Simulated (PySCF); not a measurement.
## Electronic structure of C5H6F3Si (SMILES C=C(C[SiH2])C(F)=C(F)F) (doublet) in real space

```xyz
15

C     0.4731    1.9050    0.3546
C     0.0309    0.7323   -0.1201
C     0.8734   -0.1442   -0.9839
Si    1.7272   -1.4201    0.1540
C    -1.2950    0.2695    0.2603
F    -2.0271    1.1333    1.0031
C    -1.9225   -0.8731   -0.0385
F    -1.4163   -1.8864   -0.7367
F    -3.1588   -1.1667    0.3511
H    -0.1129    2.5101    1.0226
H     1.4416    2.2814    0.0787
H     0.2849   -0.6324   -1.7565
H     1.6262    0.4672   -1.4798
H     2.6353   -0.7805    1.0978
H     0.8354   -2.3874    0.7715
```

Geometry: GFN2-xTB.

Theory: PySCF, UKS B3LYP, pcH-1 on C F H Si, non-relativistic, mean-field spin-orbit, GIAO.

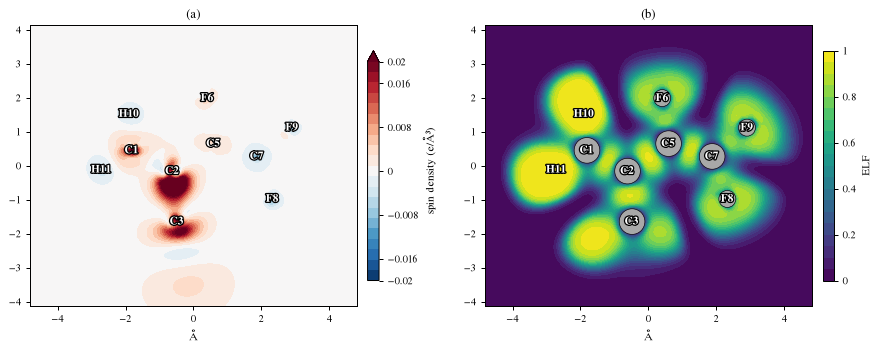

Figure 1. (a) spin density; (b) electron localisation function on the plane of atoms C1, C2 and C3. Grey discs cover the atomic cores in the ELF map.

### Describe what can be read from this map.

The section cuts through C, F and H sites. C–F (1.33 Å): the ELF peaks at about 0.85 between the atoms; a polar covalent bond. C–C (1.34 Å): the ELF peaks at about 0.95 between the atoms; a short, multiple covalent bond. C–H (1.08 Å): the ELF climbs to about 1 towards the hydrogen, as it does in any bond to H (a covalent bond by its length). C–C (1.45 Å): the ELF peaks at about 0.95 between the atoms; a covalent bond. The ELF also peaks beside F8, F9 and F6, away from the bonds: non-bonding electrons, paired or unpaired. The unpaired spin (1 electron) lies mostly on Si4 (about 0.8), in electrons by Hirshfeld's partition.

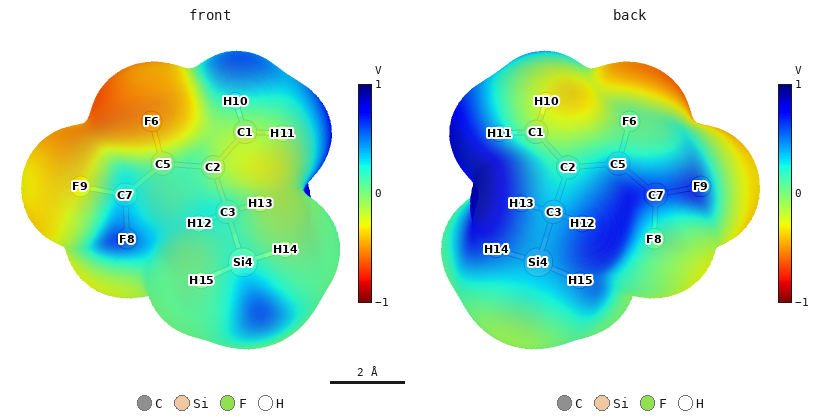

Figure 2. The electrostatic potential painted on the density surface at 0.001 e/bohr³, seen from the front and from behind; red is negative and blue positive.

### Where is the surface potential most negative and most positive?

The most negative region (about −0.6 V, or −14 kcal/mol for a unit charge) lies over F6, the most positive (about +0.9 V, or +21 kcal/mol for a unit charge) over H11 and H13.
